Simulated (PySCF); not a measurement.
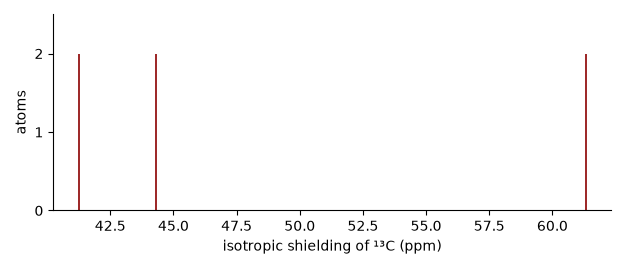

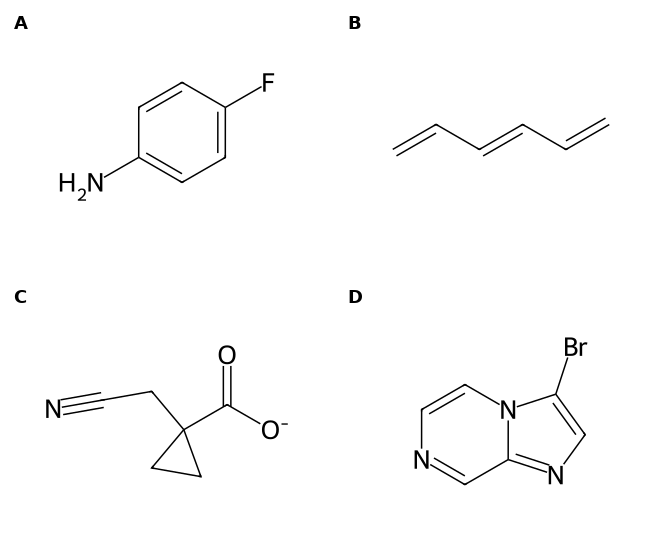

The sticks are computed shieldings of one of the molecules, for one fixed geometry (GFN2-xTB) without averaging over rotations. Low shielding means a high chemical shift. Method: GIAO PBE0/pcSseg-1 NMR shielding, non-relativistic, gas phase (PySCF 2.14.0).

**Which molecule gives this pattern?**

B, `C=C/C=C/C=C`. Its 6 C atoms give lines at 41.2 (2 atoms), 44.3 (2 atoms), 61.3 (2 atoms) ppm.
